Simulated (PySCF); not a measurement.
```xyz
17

C     4.7621    0.2274    0.0664
C     3.3497   -0.0810    0.0882
C     2.1721   -0.3281    0.1082
C     0.8040   -0.6580    0.1406
C    -0.1566    0.2037   -0.1937
O    -1.4682   -0.1012   -0.1662
Al   -3.0418   -0.6172   -0.0822
C    -4.5784    0.5549   -0.5563
H     4.9167    1.2541   -0.2654
H     5.1851    0.1117    1.0647
H     5.2826   -0.4462   -0.6150
H     0.5446   -1.6620    0.4526
H     0.0717    1.2154   -0.5118
H    -3.1756   -2.0686    0.3921
H    -4.5229    0.9074   -1.5919
H    -4.6147    1.4543    0.0677
H    -5.5376    0.0455   -0.4415
```

Geometry: GFN2-xTB.

Level of theory: PBE0/pcSseg-1, SCF density, gas phase, non-relativistic in PySCF 2.14.0.

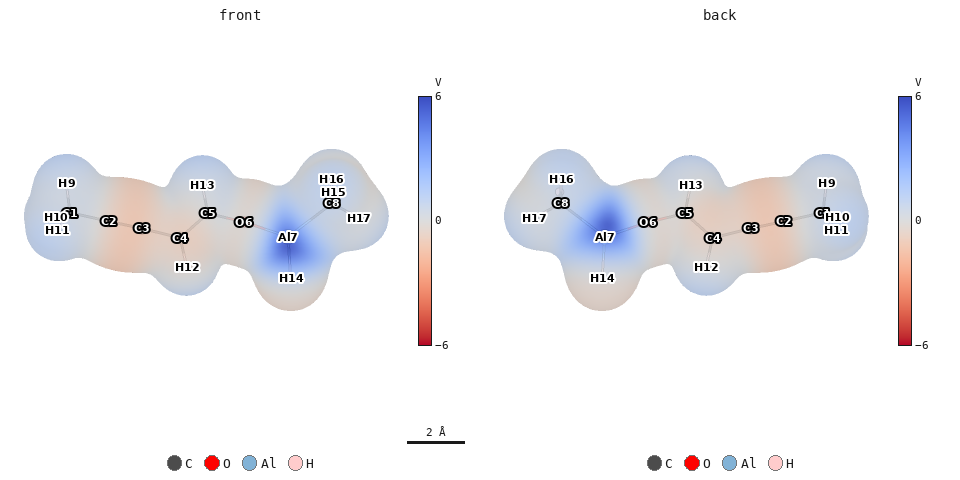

C₆H₉AlO (SMILES CC#C/C=C/[O][AlH][CH3]). The molecular electrostatic potential painted on the density surface at 0.004 e/bohr³, seen from the front and from behind; the colour scale runs from red (negative) to blue (positive).

> Where is the surface potential most negative and most positive?

The most negative region (about −1.2 V, or −28 kcal/mol for a unit charge) lies over C2 and C3, the most positive (about +5.1 V, or +118 kcal/mol for a unit charge) over Al7.

> How polar is the molecule by this calculation?

Its dipole moment is 0.99 D.
